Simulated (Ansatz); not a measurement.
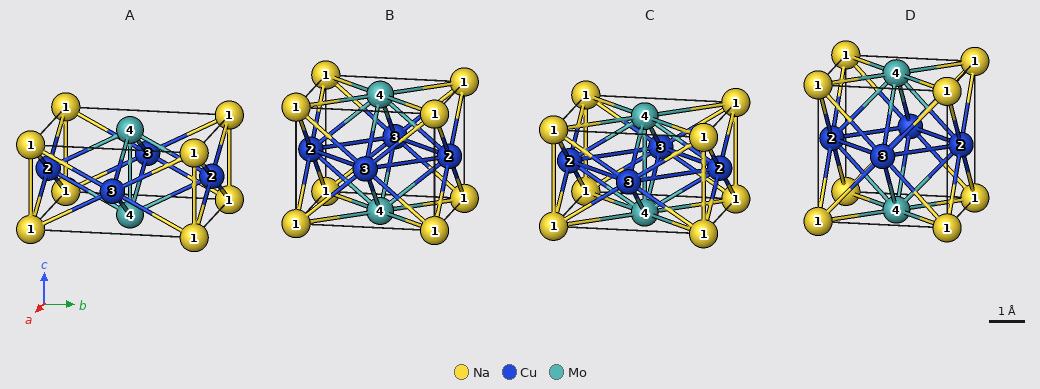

4 geometries from one relaxation of solid NaCu2Mo (a generated structure, set up in P4/mmm), in shuffled order. The picture is a ball-and-stick view of the cell of the calculation, seen slightly off an axis.

Computed with DFT PBE, scalar-relativistic, plane waves, PAW (Ansatz). (plane-wave cutoff 420 eV; k-point mesh 12 × 12 × 12; occupations gaussian; smearing width 0.1 eV; no spin polarisation; cell and atoms relaxed; force threshold 0.01 eV/Å; at most 80 steps)

**Put them in the order of the run, from the start to the converged end.**

D, B, C, A. They are steps 0, 3, 6, 17, at +558 meV per atom, +409 meV per atom, +203 meV per atom relative to the last. The atoms keep their places relative to the cell (all moves are under 0.005 Å). The volume changes by −0.5 %, with a = b 3.851 → 4.881 Å (+26.8 %), c 4.096 → 2.538 Å (−38.0 %). Near-neighbour distances that change, for instance: Na1–Na1 4.096 → 2.538 Å, Cu2–Cu2 4.096 → 2.538 Å, Mo4–Mo4 4.096 → 2.538 Å, Cu2–Cu3 2.723 → 3.452 Å. The space group stays P4/mmm (No. 123). The energy falls by 558 meV per atom in 14 accepted moves (17 points after the start). All forces vanish by symmetry, so only the cell relaxes. The pressure goes from −0.65 to 0.03 GPa. The line search rejected the trial step at point 8 of the run. At 2 points the geometry stayed and the basis and grid were re-selected for the new cell (energy shift of 69.1 meV per atom at most each time).
